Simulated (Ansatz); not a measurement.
# C2H7Si (SMILES C[SiH]C): UPBE/6-311+G(d,p)

Aim: the electronic atomisation energy of C2H7Si at UPBE/6-311+G**, from 4 runs. 

Program for the calculation: Ansatz 0.2.0.

36 further runs of the same task are left out: 36 set aside as unsound or not needed.

## (1) Starting point

C2H7Si: 10 atoms, total charge 0, spin state doublet. SMILES: `C[SiH]C`. Geometry: relaxed at PBE0-D4/def2-TZVP.

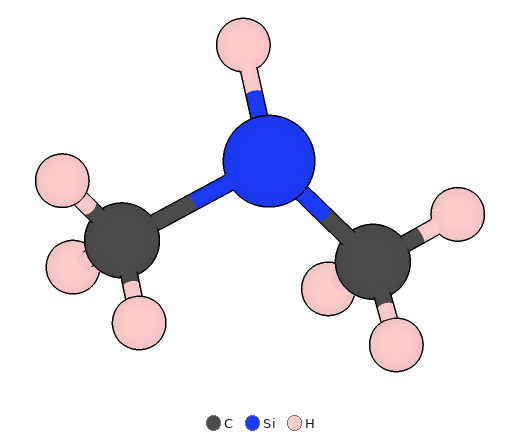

Viewed from a chosen angle; carbon dark grey, silicon blue, hydrogen pink.

## (2) The energy at UPBE/6-311+G(d,p)

input.yaml reads:

```yaml
crystal:
  periodic: [false, false, false]
  atoms:
    - {symbol: C, position_ang: [-1.065300, 0.729000, -0.876200]}
    - {symbol: Si, position_ang: [0.579500, 0.676400, 0.026300]}
    - {symbol: C, position_ang: [0.745000, -0.863300, 1.086800]}
    - {symbol: H, position_ang: [-1.173700, -0.143700, -1.529000]}
    - {symbol: H, position_ang: [-1.145400, 1.625300, -1.494500]}
    - {symbol: H, position_ang: [-1.899100, 0.727900, -0.170400]}
    - {symbol: H, position_ang: [1.707100, 0.752000, -0.952200]}
    - {symbol: H, position_ang: [-0.043500, -0.905000, 1.841800]}
    - {symbol: H, position_ang: [1.708100, -0.884600, 1.600600]}
    - {symbol: H, position_ang: [0.670300, -1.765000, 0.469600]}
basis:
  gaussian: {orbitals: 6-311+G_st__st_-spherical.json}
magnetization: {spin_polarized: true, initial_magnetization: 1}
hamiltonian: {xc: {name: PBE}}
accuracy: high
output: {orbitals: {seedname: orbitals}}
```

The basis set 6-311+G** is read from a file made from the Basis Set Exchange's data (not shown).

The run is started by

```
ansatz run input.yaml --threads 1 --pin off --max-ram 3480MiB --events-out events.jsonl --progress --plain --runs-dir runs
```

Standard output:

```text
Warning: RAYON_NUM_THREADS=1 ignored (pool sized by the plan → 1); use --threads N
Functional definition: PBE
  name "PBE"
  parameter kappa = 0.804
  parameter beta = 0.06672455060314922
  exchange = pbe_x(kappa = kappa, mu = beta*pi^2/3)
  correlation = pbe_c(beta = beta)
2270 factors; integrals over basis functions are off by at most 6.3e-9 eV
mean field evaluation 1: about -10041.3121 eV, gradient 6.1e1 eV
mean field evaluation 2: about -10014.1071 eV, gradient 8.4e1 eV
mean field evaluation 4: about -10058.2799 eV, gradient 3.6e0 eV
mean field evaluation 8: about -10058.3514 eV, gradient 1.3e-1 eV
mean field evaluation 16: about -10058.3515 eV, gradient 1.3e-4 eV
mean field -10058.35145801 eV, -369.6375982864 hartree, gradient 3.7e-8 eV, S^2 0.751843; 0 other end points of the search recorded, 0 dependent functions left out
reference -10058.35146473 eV, -369.6375985335 hartree; 17, 16 occupied and 99, 100 virtual orbitals, 2270 factors
Total energy: -10058.35146473 eV, -369.6375985335 hartree
```

It took 13 s on 1 thread of Arm Neoverse V1, shared host; peak memory 0.38 GiB.

## (3) The C atom, same level

molecule.yaml reads:

```yaml
crystal:
  periodic: [false, false, false]
  atoms:
    - {symbol: C, position_ang: [0.000000, 0.000000, 0.000000]}
basis:
  gaussian: {orbitals: 6-311+G_st__st_.json}
hamiltonian: {xc: {name: PBE}}
accuracy: high
magnetization: {spin_polarized: true, initial_magnetization: 2}
```

The basis set 6-311+G** is read from a file made from the Basis Set Exchange's data (not shown).

Run the same way, it converges to -37.79375 Eh (log not shown).

## (4) The H atom

run.yaml reads:

```yaml
crystal:
  periodic: [false, false, false]
  atoms:
    - {symbol: H, position_ang: [0.000000, 0.000000, 0.000000]}
basis:
  gaussian:
    orbitals: 6-311+G_st__st_.json
magnetization:
  spin_polarized: true
  initial_magnetization: 1
hamiltonian:
  xc: {name: PBE}
accuracy: high
```

The basis set 6-311+G** is read from a file made from the Basis Set Exchange's data (not shown).

Run the same way, it converges to -0.49962 Eh (log not shown).

## (5) The Si atom at the same level

run.yaml reads:

```yaml
basis:
  gaussian:
    orbitals: 6-311+G_st__st_-spherical.json
crystal:
  periodic: [false, false, false]
  atoms:
    - {symbol: Si, position_ang: [0.000000, 0.000000, 0.000000]}
total_charge: 0
magnetization:
  spin_polarized: true
  initial_magnetization: 2
hamiltonian:
  xc: {name: PBE}
accuracy: high
```

The basis set 6-311+G** is read from a file made from the Basis Set Exchange's data (not shown).

Run the same way, it converges to -289.22484 Eh (log not shown).

## (6) Outcome

At UPBE/6-311+G**:

| quantity | value |
| --- | --- |
| molecule: total energy | -369.63760 Eh |
| molecule: HOMO energy (highest over α and β) | -4.46 eV |
| molecule: LUMO energy (lowest over α and β) | -2.70 eV |
| molecule: ⟨S²⟩ | 0.752 |
| C atom: total energy | -37.79375 Eh |
| C atom: ⟨S²⟩ | 2.002 |
| H atom: total energy | -0.49962 Eh |
| H atom: ⟨S²⟩ | 0.750 |
| Si atom: total energy | -289.22484 Eh |
| Si atom: ⟨S²⟩ | 2.002 |
| electronic atomisation energy | 36.135 eV |

In words: Taking the molecule apart into free atoms costs 36.13 eV (833 kcal/mol), before zero-point energy and without spin-orbit coupling.
